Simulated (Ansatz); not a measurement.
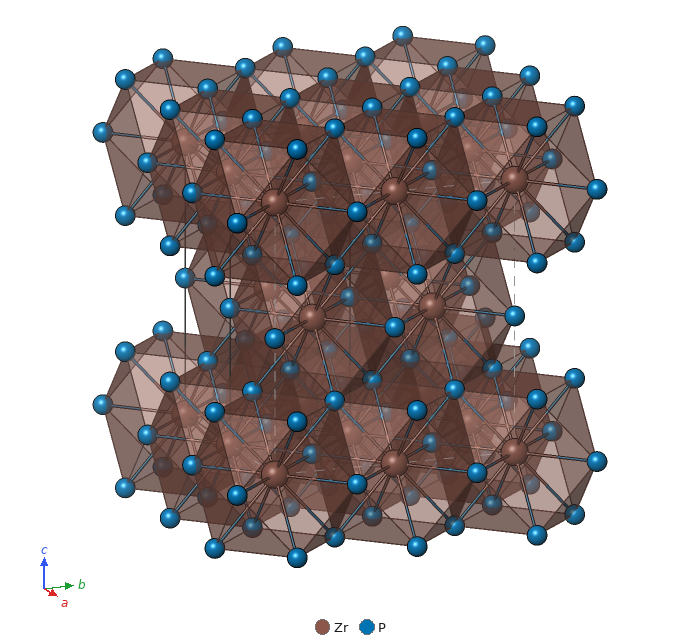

Polyhedra are drawn about Zr (bonds: P–Zr below 3.3 Å); other atoms are plain spheres.

ZrP₃ (space group I4/mmm, No. 139): the end point of a relaxation (final pressure about -8.3 GPa) with DFT, PAW plane waves, r2scan in Ansatz 0.2.0; the starting structure was generated, so it need not be a known form of this composition.

Sharing among the drawn polyhedra:

| site | polyhedron | corner-sharing neighbours | edge-sharing | face-sharing | bond (Å) |
| --- | --- | --- | --- | --- | --- |
| Zr | ZrP12 cuboctahedron | 4 | 8 | 4 | 2.81–2.95 |

They form a three-dimensional framework of corner-, edge- and face-sharing cuboctahedra.
